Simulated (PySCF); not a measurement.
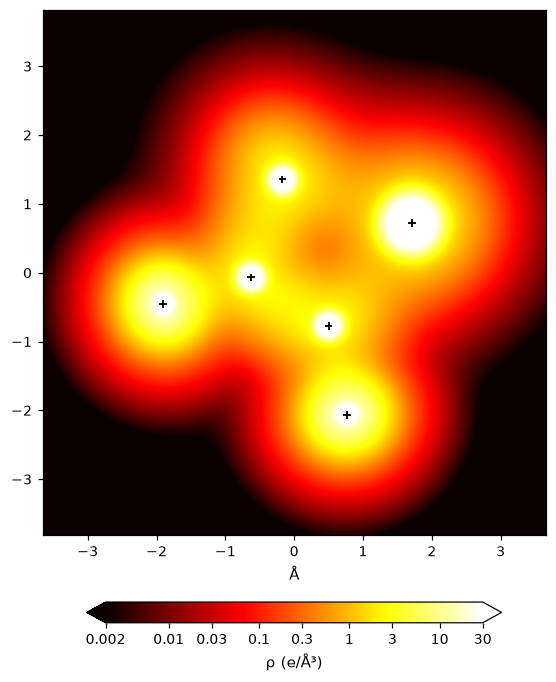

The electron density on a plane through atoms (crosses mark nuclei in the plane).

Computed with CAM-B3LYP/def2-SVPD, SCF density, gas phase in PySCF 2.14.0.

Candidates:
A. C3H2N2O2 (SMILES O=Cc1nnco1)
B. C3H2F2Se (SMILES FC1=C(F)[Se]C1)

### Which system is this?

Candidate B: C3H2F2Se on the plane of atoms F4, C3 and Se5, which holds F, C and Se. C–F (1.32 Å): ρ at the midpoint is about 2.4 e/Å³. C–C (1.33 Å): ρ is about 2.3 e/Å³ halfway.
